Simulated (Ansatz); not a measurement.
Electronic density of states of amorphous Ga₂₄O₃₉In₂, density 5.05 g/cm³, on a 2×2×2 Γ-centred mesh with a Gaussian width of 0.1 eV; energies count from the Fermi level, whose place inside the gap is arbitrary. Cell and mesh are small, so fine structure isn't converged. These are PBE, scalar-relativistic without spin-orbit coupling (plane waves to 420 eV, PAW; Ansatz, an electronic-structure program) values and carry that method's errors. Sampling: a 2×2×2 Γ-centred mesh; Fermi-Dirac width 0.02 eV; no spin polarisation. At PBE the levels at the filled edge of the gap are localised (band-tail or defect states), and the nearest spread-out levels lie 1.7 eV apart at the zone centre.

The cell was made by melting and quenching with the CHGNet potential and then relaxed with DFT. O atoms were pushed apart under 1.9 Å during the dynamics, to hinder bonds among them. The hot cell started wider than the set density and was brought back towards it in steps. It is the lowest in DFT energy of 2 quenches. It is a model cell: composition and starting density were chosen by hand, and all elements were melted together. No dispersion term was used. Its density started from a set value of 5.14 and ended at 5.05 g/cm³. Cooling (nominally 280 K/ps over its main leg) ran many orders faster than in experiment, which tends to leave more defects and strain. One small periodic cell is one sample of the glass; other quenches scatter about these values. Volume and shape were free in the relaxation.

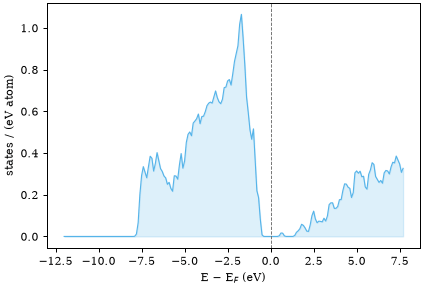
Density of states per atom

The level gap on this mesh is 1.33 eV; the broadening fills part of it in the curve.
